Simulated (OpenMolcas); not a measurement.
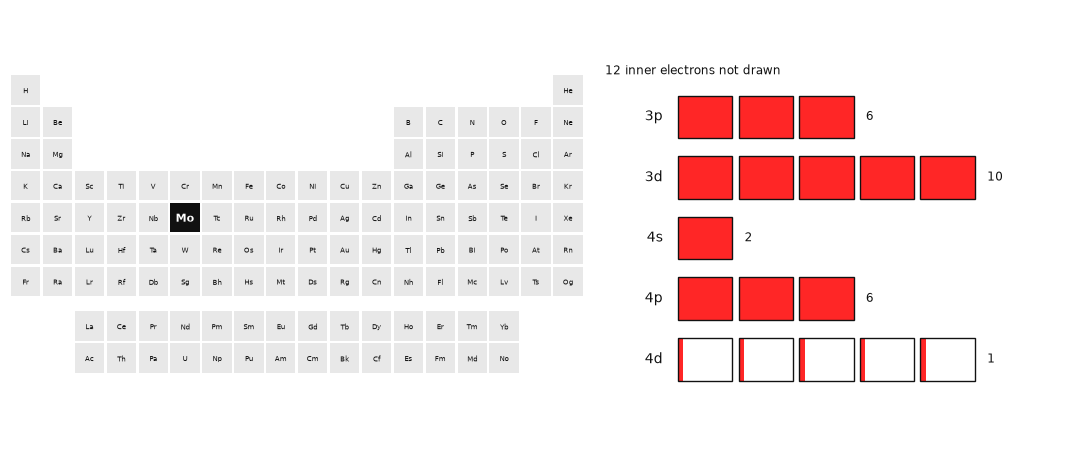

Fig. 1: Left, the place of molybdenum in the periodic table; right, the outer shells of the leading configuration of the lowest level: a box for each of the 2l + 1 orbitals, shaded by the share of the shell that is filled, with the electron count at the right.

## Multiconfigurational calculation for Mo⁵⁺ complex

Mo⁵⁺ with 6 ligands (O; octahedron, 1.99 Å), neutralised by 6 outer point charges of +1.2 e, whose field is part of the energies. Computed at this level: state-averaged CASSCF, active space 1 electron in the shell 4d, basis ANO-RCC-VDZP on the metal and ANO-RCC-VDZP on the ligands, DKH2 scalar Hamiltonian, spin-orbit coupling by RASSI with atomic mean-field integrals (OpenMolcas).

Output (extracts):
```
--- SEWARD ---
Basis set label: MO.ANO-RCC...6S5P3D1F.

      Electronic valence basis set:
      ------------------
      Associated Effective Charge  42.000000 au
      Associated Actual Charge     42.000000 au
      Nuclear Model: Point charge

      Shell  nPrim  nBasis  Cartesian Spherical Contaminant
         s      21       6        X
         p      18       5        X
         d      13       3                 X
         f       6       1                 X
                  Relativistic Douglas-Kroll-Hess integrals:
                    - DKH order of Hamiltonian: 2
                    - DKH order of Properties : 0
                  Atomic mean-field integrals
--- RASSCF ---
Wave function specifications:
      -----------------------------

      Number of closed shell electrons          96
      Number of electrons in active shells       1
      Max number of holes in RAS1 space          0
      Max nr of electrons in RAS3 space          0
      Number of inactive orbitals               48
      Number of active orbitals                  5
      Number of secondary orbitals              74
      Spin quantum number                      0.5
      State symmetry                             1
Orbital specifications:
      -----------------------

      Symmetry species                           1   2
                                                ag  au
      Frozen orbitals                            0   0
      Inactive orbitals                         24  24
      Active orbitals                            5   0
      RAS1 orbitals                              0   0
      RAS2 orbitals                              5   0
      RAS3 orbitals                              0   0
      Secondary orbitals                        34  40
      Deleted orbitals                           0   0
      Number of basis functions                 63  64
      Number of CSFs                             5
      Number of root(s) required                 5
      Iter CI   SX   CI       RASSCF       Energy    max ROT     max BLB   max BLB  Level Ln srch  Step   QN
          iter iter root      energy       change     param      element    value   shift minimum  type update
 Nr of preliminary CI iterations:   1
      Total energies have been shifted. Add                -4000.00 au
        1   1   10    0  -494.38468955    0.00E+00  -1.01E-01*  13  40 2 -5.81E-01*  1.19   0.00    SX    NO
        2   1   11    0  -496.80162542   -2.42E+00* -9.49E-02   24  27 1  3.25E-01*  0.89   0.00    SX    NO
        3   1   11    0  -497.61638481   -8.15E-01* -6.45E-02   24  27 1  1.87E-01*  0.86   0.00    SX    NO
        4   1   11    0  -497.79139287   -1.75E-01* -2.81E-02   24  27 1  8.53E-02*  0.92   0.00    SX    NO
        5   1   11    0  -497.84803383   -5.66E-02* -3.13E-02   24  34 2 -5.18E-02*  0.93   2.50    LS   YES
        6   1   11    0  -497.88244602   -3.44E-02*  2.98E-02   24  34 2 -4.18E-02*  0.95   1.59    QN   YES
        7   1   10    0  -497.89684550   -1.44E-02*  2.04E-02   12  30 1 -2.44E-02*  0.94   1.80    LS   YES
        8   1   10    0  -497.90031089   -3.47E-03* -1.09E-02   24  27 1 -2.28E-02*  0.93   1.17    QN   YES
        9   1   10    0  -497.90447758   -4.17E-03* -1.27E-02   24  27 1 -1.38E-02*  0.93   2.30    LS   YES
       10   1    9    0  -497.90641108   -1.93E-03* -4.94E-03   12  36 1 -9.59E-03*  0.91   1.11    QN   YES
        ...
       19   1    7    0  -497.90763639   -3.55E-07* -1.24E-04    5  26 1  1.44E-04*  0.92   1.47    QN   YES
       20   1    6    0  -497.90763650   -1.11E-07* -6.01E-05   21  27 1 -3.95E-05   0.92   1.34    QN   YES
       21   1    5    0  -497.90763653   -2.43E-08*  1.56E-05   21  27 1 -2.00E-05   0.92   1.39    QN   YES
       22   1    5    0  -497.90763653   -6.08E-09  -7.08E-06    5  26 1 -1.35E-05   0.92   1.36    QN   YES
      Convergence after 22 iterations
       23   1    5    0  -497.90763654   -1.47E-09  -7.08E-06   12  30 1  5.49E-06   0.92   1.36    QN   YES
      Natural orbitals and occupation numbers for root  1
      sym 1:   1.000000   0.000000  -0.000000   0.000000  -0.000000
      Natural orbitals and occupation numbers for root  2
      sym 1:   0.000000   1.000000   0.000000  -0.000000   0.000000
      Natural orbitals and occupation numbers for root  3
      sym 1:   0.000000   1.000000  -0.000000  -0.000000  -0.000000
::    RASSCF root number  1 Total energy:  -4497.95793037
::    RASSCF root number  2 Total energy:  -4497.95793037
::    RASSCF root number  3 Total energy:  -4497.95793037
::    RASSCF root number  4 Total energy:  -4497.83219578
::    RASSCF root number  5 Total energy:  -4497.83219578
--- RASSI ---
SPIN-FREE ENERGIES:
  (Shifted by EMIN (a.u.) =      -4497.9579303749)

 SF State       Relative EMIN(au)   Rel lowest level(eV)    D:o, cm**(-1)

     1             0.0000000000        0.0000000000              0.0000
     2             0.0000000000        0.0000000000              0.0000
     3             0.0000000000        0.0000000000              0.0000
     4             0.1257345956        3.4214126465          27595.5540
     5             0.1257345964        3.4214126665          27595.5542
     Dipole printing threshold changed to   1.00000000E+00
Eigenvalues of complex Hamiltonian:
   -----------------------------------
  (Shifted by EMIN (a.u.) =      -4497.9579303749)

 SO State       Relative EMIN(au)   Rel lowest level(eV)    D:o, cm**(-1)

     1            -0.0019004996        0.0000000000              0.0000
     2            -0.0019004996        0.0000000000              0.0000
     3            -0.0019004996        0.0000000000              0.0000
     4            -0.0019004996        0.0000000000              0.0000
     5             0.0035372540        0.1479688134           1193.4490
     6             0.0035372540        0.1479688134           1193.4490
     7             0.1258664683        3.4767163138          28041.6082
     8             0.1258664683        3.4767163138          28041.6082
     9             0.1258664690        3.4767163338          28041.6083
    10             0.1258664690        3.4767163338          28041.6083
Weights of the five most important spin-orbit-free states for each spin-orbit state.

 SO State  Total energy (au)           Spin-free states, spin, and weights
 -------------------------------------------------------------------------------------------------------
    1        -0.001900       3 0.5  0.6660    2 0.5  0.1669    1 0.5  0.1661    5 0.5  0.0009    4 0.5  0.0001
    2        -0.001900       3 0.5  0.4439    1 0.5  0.4120    2 0.5  0.1430    4 0.5  0.0005    5 0.5  0.0005
    3        -0.001900       2 0.5  0.5021    1 0.5  0.2759    3 0.5  0.2209    4 0.5  0.0005    5 0.5  0.0005
    4        -0.001900       2 0.5  0.5199    1 0.5  0.4779    3 0.5  0.0011    4 0.5  0.0009    5 0.5  0.0001
    5         0.003537       1 0.5  0.3333    2 0.5  0.3333    3 0.5  0.3333    4 0.5  0.0000    5 0.5  0.0000
    6         0.003537       3 0.5  0.3333    2 0.5  0.3333    1 0.5  0.3333    4 0.5  0.0000    5 0.5  0.0000
    7         0.125866       4 0.5  0.9990    1 0.5  0.0007    2 0.5  0.0003    3 0.5  0.0001    5 0.5  0.0000
    8         0.125866       4 0.5  0.9990    1 0.5  0.0007    2 0.5  0.0003    3 0.5  0.0001    5 0.5  0.0000
    9         0.125866       5 0.5  0.9990    3 0.5  0.0006    2 0.5  0.0004    1 0.5  0.0000    4 0.5  0.0000
   10         0.125866       5 0.5  0.9990    3 0.5  0.0006    2 0.5  0.0004    1 0.5  0.0000    4 0.5  0.0000
 -------------------------------------------------------------------------------------------------------
```

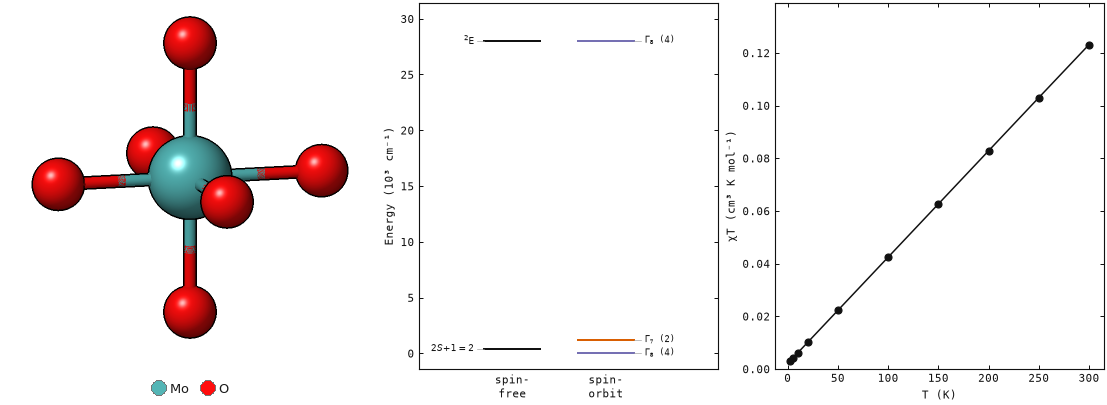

Fig. 2: Mo⁵⁺ (4d) with 6 ligands, O²⁻, at 1.99 Å (arrangement: octahedron, Oh), neutralised by outer point charges of +1.2 e, and its levels and susceptibility. Labels give the representation in O, Td, D4 or D3 as the site allows (double group for half-integer spin) where it could be assigned and, in brackets, the degeneracy; spin-free states, where drawn, share the zero of the spin-orbit levels. Powder susceptibility by Van Vleck's formula. The ground level is Γ₈, 4-fold degenerate, 100 % from states of spin multiplicity 2. The next level lies at 1,190 cm⁻¹ (Γ₇). A ligand-field fit to the spin-free states gives |10Dq| = 27,600 cm⁻¹. χT is close to 0 cm³ K mol⁻¹ at 2 K and 0.123 at 300 K, an effective moment of 0.99 μB. The active orbitals hold 67 to 85 % metal character (Löwdin), and the Mulliken charge of the metal is +2.27.

Input file:
```
&GATEWAY
Coord
7

Mo 0.0 0.0 0.0
O 1.990000 0.000000 0.000000
O 0.000000 1.990000 0.000000
O -1.990000 0.000000 0.000000
O 0.000000 -1.990000 0.000000
O 0.000000 0.000000 1.990000
O 0.000000 0.000000 -1.990000
Basis=Mo.ANO-RCC-VDZP,O.ANO-RCC-VDZP
Group=XYZ
NoMove
AngMom=0.0 0.0 0.0
AMFI
RICD
XField
3 Angstrom 0
4.390000 0.000000 0.000000 1.166667
0.000000 4.390000 0.000000 1.166667
0.000000 0.000000 4.390000 1.166667
&SEWARD
&RASSCF
FileOrb=start.orb
Symmetry=1
Spin=2
nActEl=1 0 0
Inactive=24 24
Ras2=5 0
CIRoot=5 5 1
SDav=5
CIMx=300
Iter=150 100
PrWF=0.3
OrbListing=Nothing
MaxOrb=0
LevShft=1.0
>>> COPY $Project.JobIph JOB001
&RASSI
NrOfJobIphs=1 5
1 2 3 4 5
IphNames
JOB001
EJob
SpinOrbit
DIPRint=1.0
SOCoupling=1000.0
Subsets=2
Property=9
'ANGMOM' 1 'ANGMOM' 2 'ANGMOM' 3 'MLTPL  1' 1 'MLTPL  1' 2 'MLTPL  1' 3
'AMFI' 1 'AMFI' 2 'AMFI' 3
SOProperty=3
'ANGMOM' 1 'ANGMOM' 2 'ANGMOM' 3
```

The file start.orb holds starting orbitals from an earlier step. A driver script formed the levels outside the program, from RASSI's spin-orbit matrix and the active-space energies, averaged over the components of each term or state.

Run as:
```bash
OMP_NUM_THREADS=1 MOLCAS_MEM=2457 MOLCAS_PROJECT=a pymolcas a.inp > a.log  # once for each step of the input, in one work folder
```

Key numbers:

```
                                 quantity                                                                 value
                                  outcome                                                             converged
      energy of the lowest spin-free term                                                   −4497.95793 hartree
    energy of the lowest spin-orbit level                                                   −4497.95983 hartree
largest spread among components of a term                                                              0.0 cm⁻¹
                                 hardware  1 thread of Arm Neoverse V1, 24 GiB of memory available, shared host
                                wall time                                                                 9.3 s
                              peak memory                                                              0.38 GiB
```

Remarks:

To bear in mind: covalent bonds, ligand orbitals missing from the active space; bare point charges leave oxide and sulfide ligands too diffuse, field too small; distances are set from ionic radii, not optimised.
